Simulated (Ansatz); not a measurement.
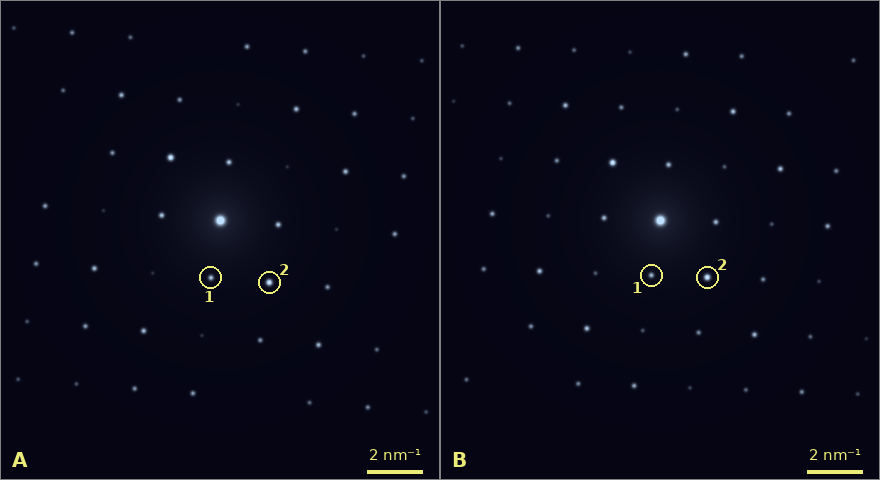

Kinematic electron diffraction patterns (120 kV, B = 0.5 Å², same scale) along [001] of the run's own cell, for the start and the end of one relaxation of Rb2Li with Ansatz 0.2.0, DFT PBE, scalar-relativistic, plane waves, PAW. k mesh 12×12×12. The start is a generated model structure, and the relaxation ends in the nearest stationary point of its symmetry, not necessarily the ground state. Spot 1 is 0 -1 0 and spot 2 is 1 -1 0 in both.

Start structure:

```yaml
crystal:
  lattice:
    - [-2.58152, 2.58152, 7.07476]
    - [2.58152, -2.58152, 7.07476]
    - [2.58152, 2.58152, -7.07476]
  atoms:
    - { symbol: Rb, position: [0.64869, 0.64869, 0.00000] }
    - { symbol: Rb, position: [0.35131, 0.35131, 0.00000] }
    - { symbol: Li, position: [0.00000, 0.00000, 0.00000] }
```

### Which pattern belongs to the start structure, and which to the relaxed one?

B is the start: its cell gives d(1) = 4.850 Å, d(2) = 3.651 Å and an angle of 48.4°. A is the relaxed structure, with d(1) = 4.639 Å (-4.4 %), d(2) = 3.410 Å (-6.6 %) and 47.1°.

### Summarise the relaxation behind the change.

The volume changed by +4.8 % to 65.87 Å³ an atom; with the mean shift removed, the atoms moved by up to 0.18 Å relative to the cell (Rb most); the space group stayed I4/mmm (No. 139); the free energy fell by 10 meV an atom. Relaxed cell: a = 9.156 Å, b = 9.156 Å, c = 9.156 Å, α = 149.46°, β = 149.46°, γ = 43.73°.
